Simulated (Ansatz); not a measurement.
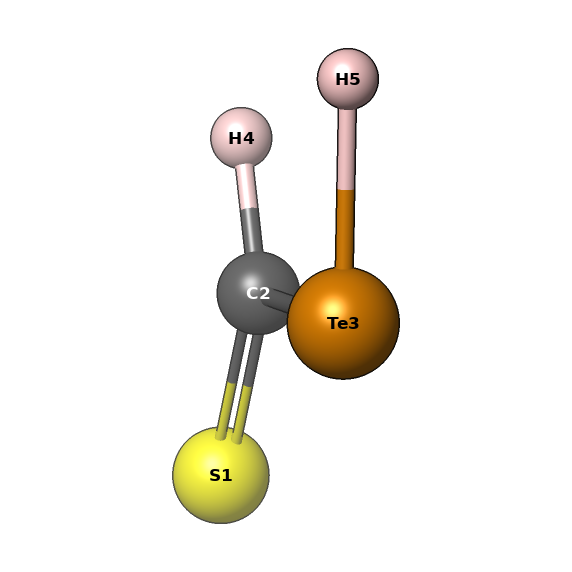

C2 lies behind Te3. The molecule seen a little off the Te3–C2 bond, Te3 in front. Atoms fade into the background with distance from the viewer. The geometry was computed by an optimisation with PBE0-D4/def2-TZVP. No frequency run is at hand to confirm it as a minimum.

> What is the torsion angle H5–Te3–C2–S1? The sign is positive where the front bond must turn clockwise to cover the back bond.

180°, antiperiplanar (anti).
